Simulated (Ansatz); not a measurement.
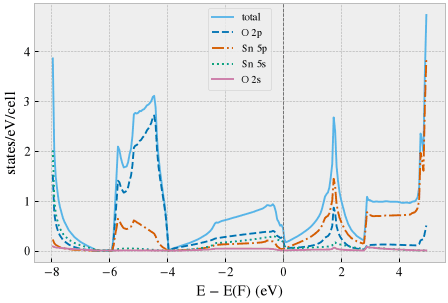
Figure: Total and projected density of states of SnO (zinc blende, F-43m), plane-wave PAW r²SCAN (Ansatz code)

Q: Which orbitals carry the states next to the Fermi level?

A: Within 0.5 eV of the Fermi level: O 2p 41 %, Sn 5s 31 %, Sn 5p 22 %. Projections are on Löwdin-orthogonalised atomic valence shells; empty p or d shells of many metals are not among them.

The start of the workflow was typed in or built on a structure type; neither database checked (COD, Materials Project) lists it. It is not the phase usual at ambient conditions (space group No. 129). The r²SCAN relaxation kept the symmetry of its start. At this level the phase is mechanically unstable. The volume moved by 18 % from the start of the relaxation. Spin–orbit coupling is left out wherever it is not named.

Potentials: the earlier of the program's two PAW sets.
